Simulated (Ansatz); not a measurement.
A series of calculations on BPH$_{6}$

Part 1: Relaxation

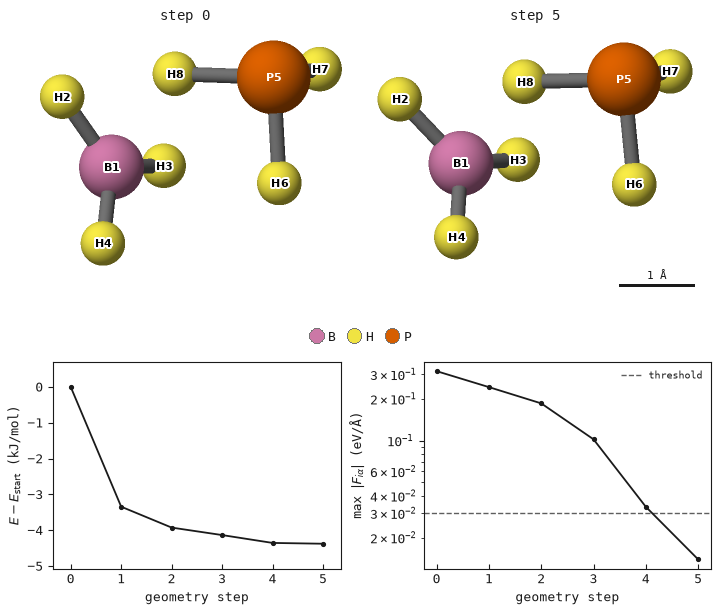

First and last geometry of a relaxation of BPH6, with the history of the run. A ball-and-stick model, seen at a tilt.

The run prepares an end point of a later path (reaction) calculation, from a guessed geometry.

Computed with Ansatz 0.2.0, RKS B3LYP-D4/def2-SVP. Settings: no spin polarisation; force threshold 0.03 eV/Å; at most 50 steps.

### What do the curves and the structures tell?

It converged. The atom that moves furthest after the best rigid fit is H2 (0.21 Å). Largest moves by element: H 0.21 Å, B 0.05 Å, P 0.03 Å. Near-neighbour distances that change, for instance: P5–H8 1.432 → 1.445 Å, B1–H2 1.196 → 1.206 Å. After 5 geometry steps the energy has fallen by 4.38 kJ/mol. Largest force component: 0.32 eV/Å at the start, 0.014 eV/Å at the end. Cost: 11 s on 1 thread of Arm Neoverse V1, on a shared host, peak memory 0.11 GiB.

Part 2: Relaxation

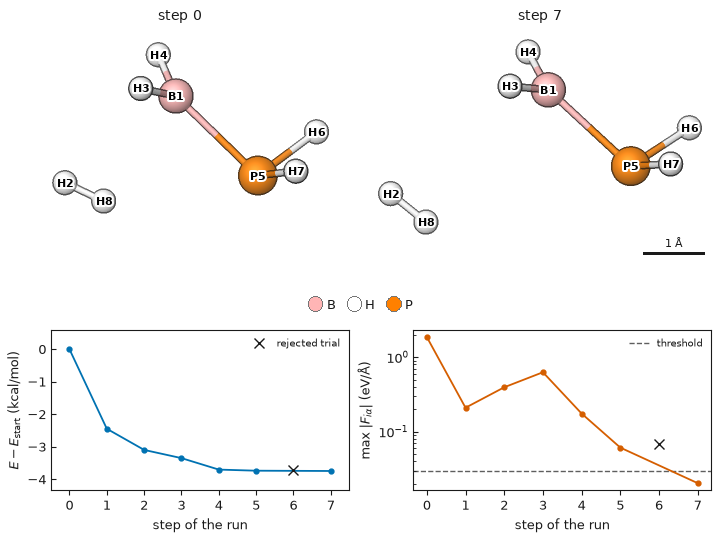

First and last geometry of a relaxation of BPH₆, with the history of the run. A ball-and-stick model, seen face on.

The run prepares an end point of a later path (reaction) calculation, from a guessed geometry.

Method: RKS B3LYP-D4/def2-SVP (Ansatz).

Input file:
```yaml
crystal:
  periodic: [false, false, false]
  atoms:
    - { symbol: B, position_ang: [0.102418, -0.584051, -0.163723] }
    - { symbol: H, position_ang: [-0.09922, 0.556986, 1.929216] }
    - { symbol: H, position_ang: [1.106362, 0.074562, -0.252698] }
    - { symbol: H, position_ang: [-0.961898, -0.126114, -0.498549] }
    - { symbol: P, position_ang: [0.180522, -2.344485, 0.556303] }
    - { symbol: H, position_ang: [-0.697933, -3.027952, -0.328434] }
    - { symbol: H, position_ang: [1.410332, -2.813589, 0.01766] }
    - { symbol: H, position_ang: [-0.143582, -0.157758, 1.982525] }
basis:
  gaussian: { orbitals: def2-SVP }
hamiltonian:
  xc: b3lyp
  dispersion: d4
relax:
  f_tol: 0.03
  max_steps: 50
```

Command:
```bash
ansatz run input.yaml --threads 1 --pin off --max-ram 2048MiB --backend cpu --events-out ev --progress --plain --runs-dir out
```

### Read the history and describe the run.

It converged. After 6 accepted moves (7 points after the start) the energy has fallen by 3.74 kcal/mol. Largest force component: 1.9 eV/Å at the start, 0.02 eV/Å at the end. The line search rejected the trial step at point 6 of the run. The largest move after the best rigid fit is that of H8, 0.73 Å. Largest moves by element: H 0.73 Å, P 0.28 Å, B 0.24 Å. Some distances before and after: H2–H8 0.718 → 0.761 Å, B1–P5 1.904 → 1.870 Å. Among the angles between lasting bonds that change: B1–P5–H6 100.6° → 104.3°, H6–P5–H7 98.0° → 100.3°. Cost: 13 s on 1 thread of Arm Neoverse V1, on a shared host, peak memory 0.11 GiB.

Limits of the set-up: the start holds two separate molecules, 2.2 Å apart at their closest, whose relative position is a soft coordinate.

Part 3: Path

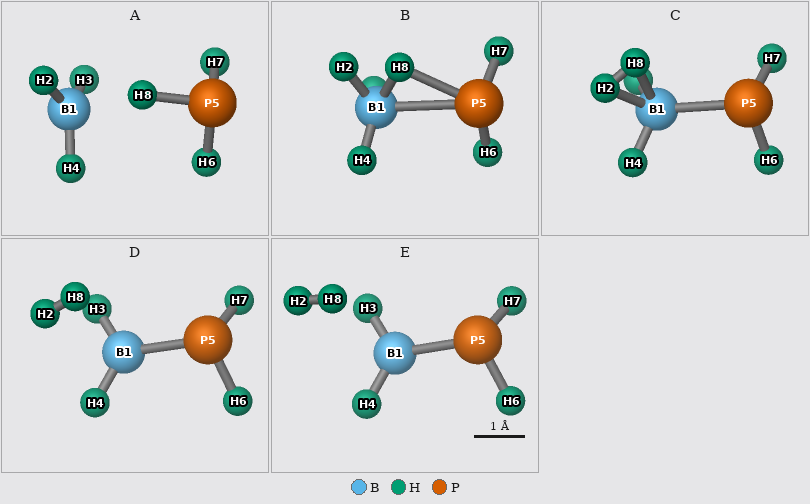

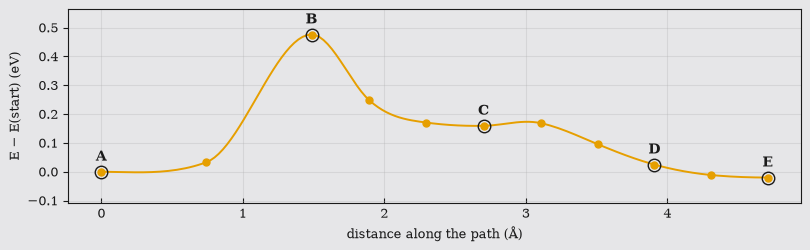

NEB run on BPH$_{6}$. Images are numbered from 0 (start) to 10 (end). Frames A to E are images 0, 2, 5, 8, 10. Style: ball-and-stick. Shown face on.

Method: RKS B3LYP-D4/def2-SVP in Ansatz. Settings: 9 movable images; climbing image; force threshold 0.05 eV/Å; iteration limit 60; starting path through a guess of the saddle point.

What happens along the path, and what is the barrier?

Answer. The path has more than one stage, and so few images may leave a stage unresolved. Breaking: B1–H2 (1.21 → 1.27 at the top → 3.21 Å), P5–H8 (1.45 → 1.79 at the top → 3.59 Å). Forming: B1–P5 (3.07 → 2.19 at the top → 1.87 Å), H2–H8 (2.05 → 1.15 at the top → 0.76 Å). The energy climbs by 0.48 eV to image 2 and then falls by 0.50 eV, so the end point sits at −0.02 eV. The band converged in 25 iterations. The largest component of the band force went from 4.2 to 0.049 eV/Å. The climbing image converged on the top of the path. Its vibrational analysis gives one imaginary mode (810i cm⁻¹), as a transition state must have.

Cost: 5.3 min on 1 thread of Arm Neoverse V1 (shared host), peak memory 0.11 GiB.
